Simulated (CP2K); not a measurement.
**C2H8BFN2 (SMILES CN(C)B(N)F): GFN2-xTB**

What is the energy difference between two shapes of C2H8BFN2 at GFN2-xTB? 

The calculation is run with CP2K 2026.2.

4 further runs of the same task are left out: 3 that didn't finish, 1 set aside as unsound or not needed.

## 1. The system as given

C2H8BFN2: 14 atoms, total charge 0, spin state singlet. SMILES: `CN(C)B(N)F`. Geometry: a rough force-field guess. This is one conformer, not always the lowest.

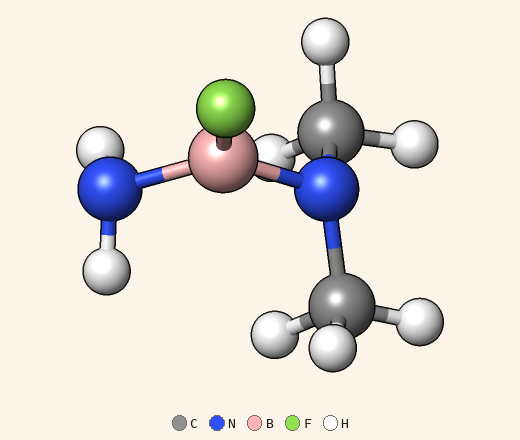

Viewed from a chosen angle; carbon grey, nitrogen blue, boron pink, fluorine green, hydrogen white.

## 2. The energy at GFN2-xTB

Input file molecule.inp:

```
&GLOBAL
  PROJECT molecule
  RUN_TYPE ENERGY
  PRINT_LEVEL MEDIUM
&END GLOBAL

&FORCE_EVAL
  METHOD QUICKSTEP
  &DFT
    CHARGE 0
    MULTIPLICITY 1
    &QS
      METHOD XTB
      EPS_DEFAULT 1.0E-10
      &XTB
        GFN_TYPE TBLITE
        &TBLITE
          METHOD GFN2
        &END TBLITE
        CHECK_ATOMIC_CHARGES F
      &END XTB
    &END QS
    &POISSON
      PERIODIC NONE
      POISSON_SOLVER ANALYTIC
    &END POISSON
    &SCF
      SCF_GUESS ATOMIC
      EPS_SCF 1.0E-06
      MAX_SCF 150
      ADDED_MOS 8
      &DIAGONALIZATION
        ALGORITHM STANDARD
      &END DIAGONALIZATION
      &MIXING
        METHOD DIRECT_P_MIXING
        ALPHA 0.4
      &END MIXING
      &SMEAR ON
        METHOD FERMI_DIRAC
        ELECTRONIC_TEMPERATURE [K] 300
      &END SMEAR
    &END SCF
    &PRINT
      &MOMENTS
        PERIODIC F
        REFERENCE COM
        MAX_MOMENT 1
      &END MOMENTS
      &MO ON
        ENERGIES T
        OCCUPATION_NUMBERS T
        NDIGITS 6
        &EACH
          QS_SCF 0
        &END EACH
        ADD_LAST NUMERIC
      &END MO
      &HIRSHFELD OFF
      &END HIRSHFELD
    &END PRINT
  &END DFT
  &SUBSYS
    &CELL
      ABC [angstrom] 19.9 20 19.1
      PERIODIC NONE
    &END CELL
    &COORD
      SCALED T
      C    0.47123869   0.43967000   0.50640052
      N    0.49530905   0.50492500   0.53351047
      C    0.55977638   0.51997500   0.50186649
      B    0.44955025   0.56354500   0.52097644
      N    0.42529899   0.58416000   0.44664660
      F    0.41807789   0.59864000   0.58067801
      H    0.41997739   0.43112500   0.52900262
      H    0.46651005   0.44391000   0.44733770
      H    0.50274121   0.40084500   0.52289791
      H    0.58144472   0.56807000   0.52442670
      H    0.59742965   0.48033500   0.51851047
      H    0.55980653   0.52282500   0.44532199
      H    0.46610302   0.59915500   0.41932199
      H    0.40257035   0.54394000   0.42328534
    &END COORD
  &END SUBSYS
&END FORCE_EVAL
```

Command:

```bash
OMP_NUM_THREADS=1 cp2k.psmp molecule.inp > molecule.out
```

What it wrote:

```text
CP2K| version string:                                       CP2K version 2026.2
[...]
 GLOBAL| Method name                                                        CP2K
[...]
 GLOBAL| Run type                                                         ENERGY
[...]
                             - Atoms:                                         14
[...]
                             - Spherical basis functions:                     32
[...]
 Number of electrons:                                                         36
[...]
  *** SCF run converged in    16 steps ***
[...]
  Fermi energy:                                                -0.29270516233423
[...]
 TB_DIPOLE| Moment [Debye]          1.46777932      -1.83413590      -2.15866484
 TB_DIPOLE| Derivative [a.u.]       0.00000000       0.00000000       0.00000000
[...]
 ENERGY| Total FORCE_EVAL ( QS ) energy [hartree]            -20.189680341170831
[...]
```

Run time: 0.48 s. Hardware: 1 thread of Arm Neoverse N1, shared host; peak memory 0.14 GiB.

## 3. The distorted shape at the same level

Input file qs.inp:

```
&GLOBAL
    PROJECT qs
    RUN_TYPE ENERGY
    PRINT_LEVEL MEDIUM
&END

&FORCE_EVAL
    METHOD QUICKSTEP
    &DFT
        CHARGE 0
        MULTIPLICITY 1
        &QS
            METHOD XTB
            EPS_DEFAULT 1.0E-10
            &XTB
                GFN_TYPE TBLITE
                &TBLITE
                    METHOD GFN2
                &END
                CHECK_ATOMIC_CHARGES F
            &END
        &END
        &POISSON
            PERIODIC NONE
            POISSON_SOLVER ANALYTIC
        &END
        &SCF
            SCF_GUESS ATOMIC
            EPS_SCF 1.0E-06
            MAX_SCF 150
            ADDED_MOS 8
            &DIAGONALIZATION
                ALGORITHM STANDARD
            &END
            &MIXING
                METHOD DIRECT_P_MIXING
                ALPHA 0.4
            &END
            &SMEAR ON
                METHOD FERMI_DIRAC
                ELECTRONIC_TEMPERATURE [K] 300
            &END
        &END
        &PRINT
            &MOMENTS
                PERIODIC F
                REFERENCE COM
                MAX_MOMENT 1
            &END
            &MO ON
                ENERGIES T
                OCCUPATION_NUMBERS T
                NDIGITS 6
                &EACH
                    QS_SCF 0
                &END
                ADD_LAST NUMERIC
            &END
            &HIRSHFELD OFF
            &END
        &END
    &END
    &SUBSYS
        &CELL
            ABC [angstrom] 19.9 20 19.2
            PERIODIC NONE
        &END
        &COORD
            SCALED T
            C    0.47269083   0.44113748   0.50563794
            N    0.49939480   0.50364248   0.53487909
            C    0.55791897   0.51540823   0.50589482
            B    0.45326349   0.56198992   0.52557487
            N    0.42075947   0.58532472   0.44808492
            F    0.42122525   0.60050757   0.58251352
            H    0.41743656   0.43733932   0.53312659
            H    0.47334651   0.44372468   0.44436617
            H    0.50238490   0.39949242   0.52603492
            H    0.58190666   0.57288968   0.52521690
            H    0.59802028   0.48365112   0.52065581
            H    0.56344324   0.52683062   0.44650883
            H    0.47064721   0.59775873   0.41748648
            H    0.40197972   0.54531018   0.42224586
        &END
    &END
&END
```

Command:

```bash
OMP_NUM_THREADS=1 cp2k.psmp -i qs.inp > qs.out 2>&1
```

What it wrote:

```text
CP2K| version string:                                       CP2K version 2026.2
[...]
 GLOBAL| Method name                                                        CP2K
[...]
 GLOBAL| Run type                                                         ENERGY
[...]
                             - Atoms:                                         14
[...]
                             - Spherical basis functions:                     32
[...]
 Number of electrons:                                                         36
[...]
  *** SCF run converged in    17 steps ***
[...]
  Fermi energy:                                                -0.30558961223996
[...]
 TB_DIPOLE| Moment [Debye]          1.24670820      -2.47440579      -1.55380956
 TB_DIPOLE| Derivative [a.u.]       0.00000000       0.00000000       0.00000000
[...]
 ENERGY| Total FORCE_EVAL ( QS ) energy [hartree]            -20.117478520193664
[...]
```

Run time: 0.5 s. Hardware: 1 thread of Arm Neoverse N1, shared host; peak memory 0.14 GiB.

## 4. What came out

At GFN2-xTB:

```
                                                  quantity         value
                                 first shape: total energy  -20.18968 Eh
    first shape: dipole moment (from atomic charges alone)        3.19 D
                                  first shape: HOMO energy      -9.94 eV
                                  first shape: LUMO energy      -7.09 eV
                                first shape: HOMO–LUMO gap       2.86 eV
                             distorted shape: total energy  -20.11748 Eh
distorted shape: dipole moment (from atomic charges alone)        3.18 D
                              distorted shape: HOMO energy     -10.27 eV
                              distorted shape: LUMO energy      -7.44 eV
                            distorted shape: HOMO–LUMO gap       2.83 eV
                    energy change with the atoms displaced      1.965 eV
```

With the atoms displaced the energy rises by 1.96 eV (190 kJ/mol). The first shape isn't relaxed at this level, so the change isn't measured from a minimum. The dipole (first shape) comes from point charges on the atoms alone, without atomic dipoles, so it is partial. The dipole (distorted shape) comes from point charges on the atoms alone, without atomic dipoles, so it is partial.
